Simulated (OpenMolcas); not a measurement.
# Predicting a hybrid from its neighbours: GaHClOF

GaHClOF: 5 atoms, total charge 0, spin state singlet. As SMILES, `[OH][Ga]([F])[Cl]`. The coordinates come from a PBE0-D4/def2-TZVP relaxation. This is one conformer, not always the lowest.

The vertical electron affinity (to the doublet anion) y, in eV, basis def2-SVPD; a is the functional's share of exact exchange. Programs: OpenMolcas 26.06.

```
functional     program     a  y (eV)
      BLYP  OpenMolcas     0    0.40
      TPSS  OpenMolcas     0    0.29
     B3LYP  OpenMolcas   0.2       ?
      PBE0  OpenMolcas  0.25    0.29
     BHLYP  OpenMolcas   0.5    0.14
```

Fit y = c + s·a to the known rows and predict B3LYP.


1. Means of the 4 rows: a = 0.1875, y = 0.280.
2. Σ(Δa)² = 0.17188, Σ(Δa·Δy) = -0.0675, so the slope is -0.0675/0.17188 = -0.39272.
3. Intercept: 0.280 − (-0.39272) × 0.1875 = 0.354. The largest residual of the fit is 0.064.
4. B3LYP: 0.354 + (-0.39272) × 0.2 = 0.28 eV.

The run gave 0.43 eV, so the prediction is off by -0.15 eV, more than the largest residual. The rows mix families of semi-local functionals, which the line can't see.

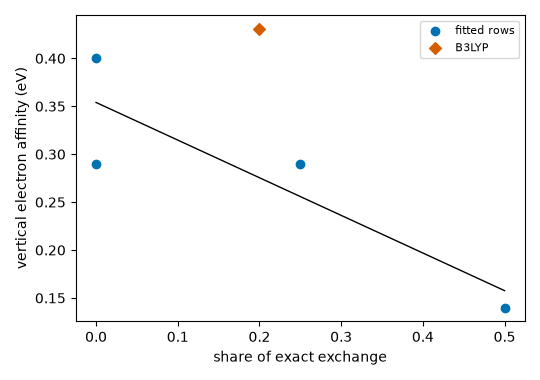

The fitted line, with the withheld row.
